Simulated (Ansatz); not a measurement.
**GeH$_{4}$O···NH$_{3}$: density, localisation and related maps**

```xyz
10

Ge   -1.2489   -0.3830   -0.3538
N     1.7555   -0.1979    0.1598
H    -0.5879   -0.5017   -1.7302
H    -0.9165   -1.5544    0.5751
H    -2.7863   -0.2790   -0.5251
H     1.3927    0.6808    0.5132
O    -0.7614    1.1642    0.4211
H     2.2354   -0.6647    0.9187
H     2.4429    0.0130   -0.5523
H    -1.5254    1.7227    0.5735
```

The product side of a reaction path; geometry: PBE0-D4/def2-TZVP.

These are results of Ansatz, RKS PBE0-D4/def2-TZVPP, not measurements.

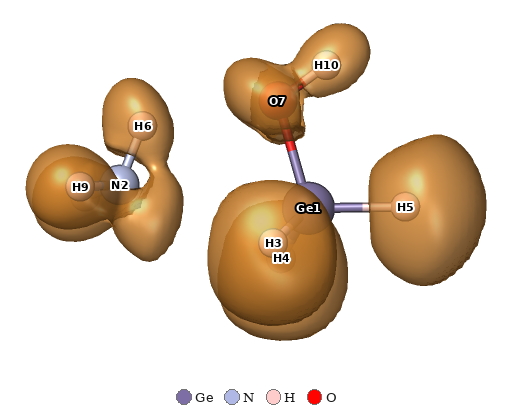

Figure 1. Isosurface of the electron localisation function at 0.8 (orange), seen across its widest extent. Core shells and regions of very low density are left out.

Question: What do the ELF domains correspond to?

Answer: The ELF exceeds this value in three regions around hydrogen nuclei, one joined region spread over several atoms (H, N), in which their bonds and any lone pairs are merged and one joined region spread over several atoms (H, O), in which their bonds and any lone pairs are merged.


Ge1···N2 (3.05 Å): the ELF dips to about 0.05 between them. Ge–O (1.80 Å): the ELF peaks at about 0.85 in the valence shell of O, 0.6 Å from its nucleus, and is about 0.35 at the midpoint.

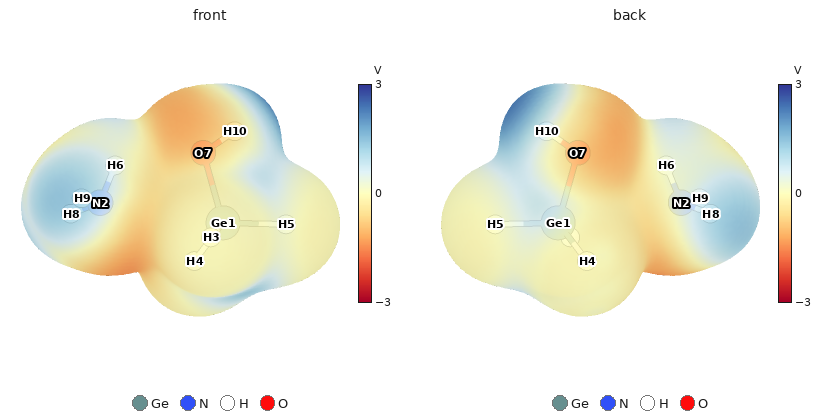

Figure 2. The molecular electrostatic potential painted on the density surface at 0.002 e/bohr³, seen from the front and from behind; red is negative and blue positive.

Question: Where is the surface potential most negative and most positive?

Answer: The most negative region (about −1.4 V) lies over N2, the most positive (about +2.2 V) over H10. N2 is the likeliest acceptor of a hydrogen bond.

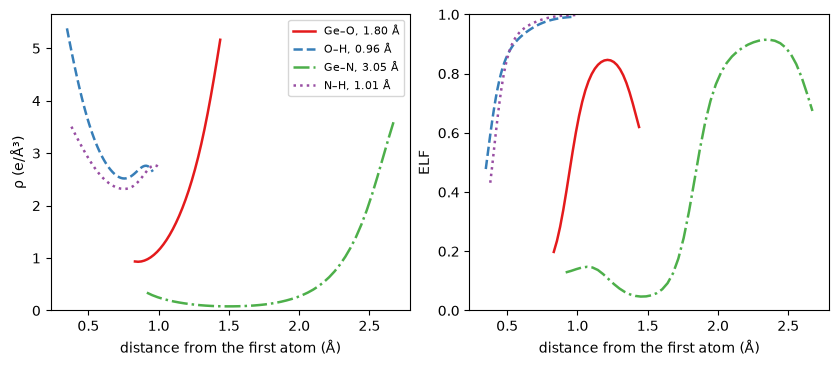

Figure 3. Electron density and electron localisation function along straight lines between neighbouring atoms. The curves leave out the atomic cores.

Question: Compare the contacts.

Answer: Ge–O (1.80 Å): ρ at the midpoint is about 0.95 e/Å³; the ELF peaks at about 0.85 in the valence shell of O, 0.6 Å from its nucleus, and is about 0.35 at the midpoint.
O–H (0.96 Å): the density is about 3.8 e/Å³ at the midpoint; the ELF climbs to about 1 towards the hydrogen, as it does in any bond to H; a covalent bond by its length.
Ge1···N2 (3.05 Å): the density falls to about 0.08 e/Å³ on the way; the ELF dips to about 0.05 between them.
N–H (1.01 Å): ρ is about 2.9 e/Å³ halfway; the ELF climbs to about 1 towards the hydrogen; a covalent bond by its length.

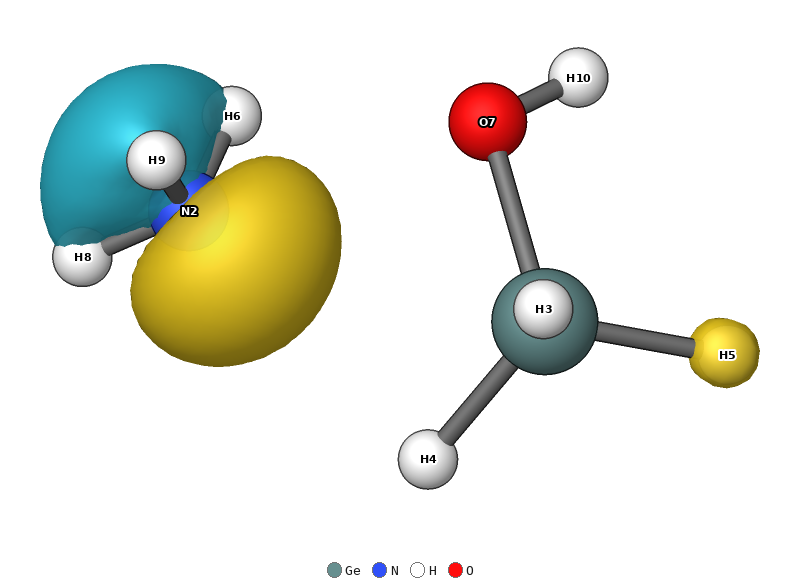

Figure 4. The HOMO at ±0.2 Å⁻³ᐟ² (yellow and cyan are the two phases), seen at a tilt.

Question: Where does this orbital lie, and at what energy?

Answer: Its weight (Hirshfeld) is mainly on N2 (about 70 %); largely a lone pair of N2. Its energy is −7.52 eV.
